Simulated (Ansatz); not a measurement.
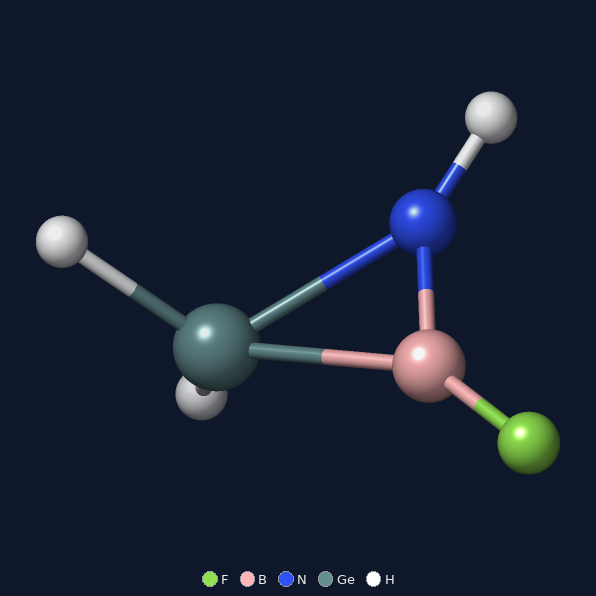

The geometry was computed by an optimisation with PBE-D4/def2-SVP. No frequency run is at hand to confirm it as a minimum.

Give the structural formula.

SMILES: F[B]1[NH][GeH2]1

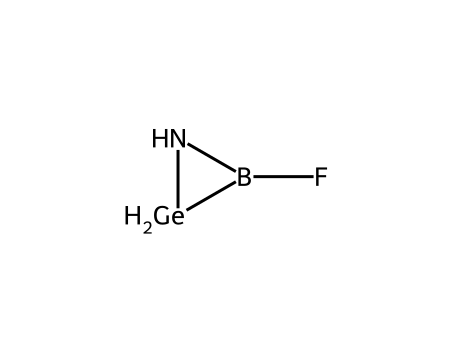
